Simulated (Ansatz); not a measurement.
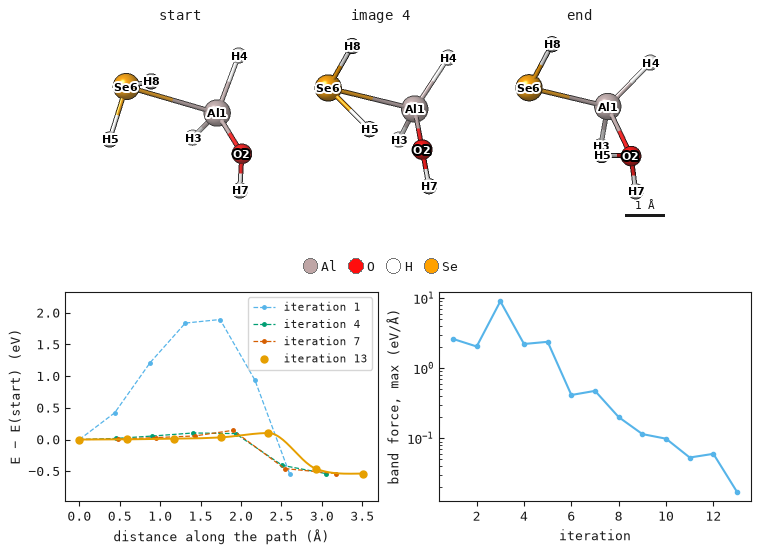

A search for the minimum-energy path of AlH5SeO by the nudged elastic band. Images are numbered from 0 (start) to 6 (end). The plot follows the band through its iterations. The picture is a ball-and-stick view, seen at a tilt.

Method: RKS PBE0-D4/def2-SVP in Ansatz 0.2.0. Settings: 5 movable images; climbing image.

> How did the profile develop, and is the result final?

The run is converged, with reservations. The band converged in 13 iterations. The largest component of the band force went from 2.6 to 0.017 eV/Å. The climbing image converged on the top of the path. Its curvatures weren't checked. The largest force component is 0.19 eV/Å at the start and 0.19 eV/Å at the end; an end with forces this large is no minimum, and the barrier measured from it can be far off. The first iteration put the highest image at 1.89 eV. Forward barrier 0.10 eV, backward barrier 0.64 eV, with image 4 at the top; the reaction energy is −0.54 eV.
